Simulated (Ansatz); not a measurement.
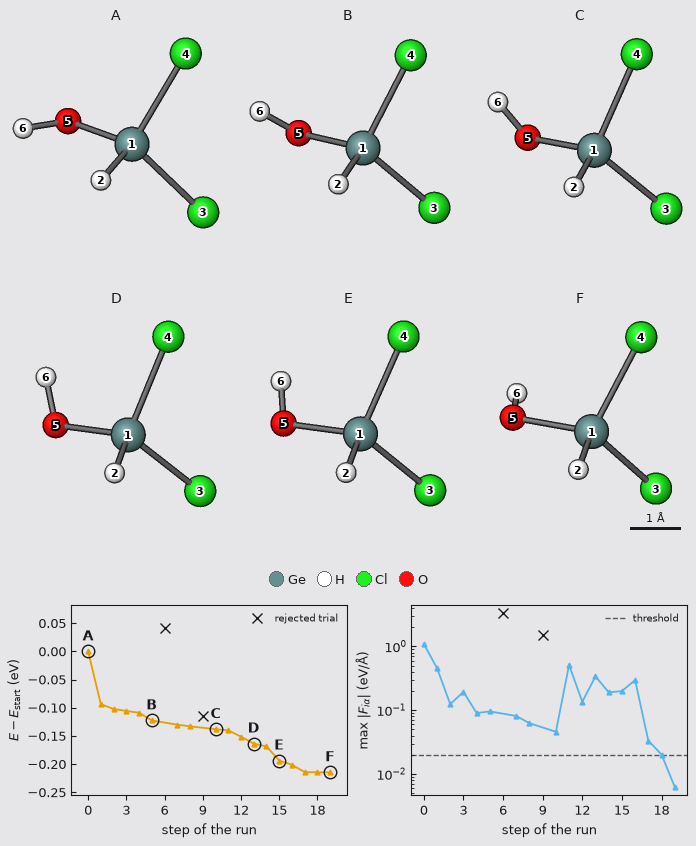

Frames of a relaxation of GeH2OCl2, marked on the history of the run. Style: ball-and-stick. Shown at a tilt.

The run prepares the start of a later molecular dynamics calculation, from a guessed geometry.

Level of theory: RKS PBE-D4/def2-mTZVP (Ansatz 0.2.0).

Input
```yaml
crystal:
  periodic: [false, false, false]
  atoms:
    - { symbol: Ge, position_ang: [0.0, 0.0, 0.0] }
    - { symbol: H, position_ang: [0.0, 0.0, 1.55] }
    - { symbol: Cl, position_ang: [2.0935, 0.0, -0.7393] }
    - { symbol: Cl, position_ang: [-1.0456, 1.8115, -0.7393] }
    - { symbol: O, position_ang: [-0.8337, -1.4443, -0.5894] }
    - { symbol: H, position_ang: [-1.2883, -1.91, 0.183] }
basis:
  gaussian: { orbitals: def2-mTZVP }
hamiltonian:
  xc: pbe
  dispersion: d4
relax:
  f_tol: 0.02
  max_steps: 40
output:
  orbitals: {}
```

Launched with:
```bash
ansatz run input.yaml --threads 2 --pin off --max-ram 3072MiB --backend cpu --events-out ev --progress --plain --runs-dir out
```

Question: Describe the path.

Answer: Over 17 accepted moves (19 points after the start) the energy falls by 0.214 eV. Largest force component: 1.1 eV/Å at the start, 0.0063 eV/Å at the end. The line search rejected the trial steps at points 6, 9 of the run. H6 moves most after the best rigid fit: 1.02 Å. By element the largest moves are H 1.02 Å, O 0.71 Å, Cl 0.29 Å, Ge 0.22 Å. Some distances before and after: Ge1–Cl3 2.220 → 2.169 Å, O5–H6 1.010 → 0.977 Å, Ge1–H2 1.550 → 1.535 Å, Ge1–O5 1.769 → 1.779 Å. Bond angles that change, for instance: Ge1–O5–H6 109.5° → 112.4°, Cl3–Ge1–Cl4 109.5° → 106.9°, H2–Ge1–O5 109.5° → 107.3°. Groups turn about Ge1–O5 by about 170°. Cost: 39 s on 2 threads of Arm Neoverse V2 (shared host), peak memory 0.15 GiB. From step 0 to 5: H6 moves most (0.36 Å), energy −0.122 eV. From step 5 to 10: H6 moves most (0.22 Å), energy −0.016 eV. From step 10 to 13: H6 moves most (0.35 Å), energy −0.026 eV. From step 13 to 15: H6 moves most (0.22 Å), energy −0.030 eV. From step 15 to 19: H6 moves most (0.32 Å), energy −0.021 eV.

```csv
step,"E − E(0), eV","largest force component, eV/Å",note
0,0.0000,1.0907,
1,-0.0935,0.4569,
2,-0.1021,0.1243,
3,-0.1055,0.1944,
4,-0.1087,0.0901,
5,-0.1224,0.0959,
6,0.0418,3.2955,rejected
7,-0.1298,0.0811,
8,-0.1328,0.0626,
9,-0.1141,1.5200,rejected
10,-0.1379,0.0459,
11,-0.1399,0.5115,
12,-0.1511,0.1359,
13,-0.1634,0.3396,
14,-0.1685,0.1907,
15,-0.1936,0.1991,
16,-0.2011,0.2978,
17,-0.2139,0.0334,
18,-0.2144,0.0202,
19,-0.2144,0.0063,
```
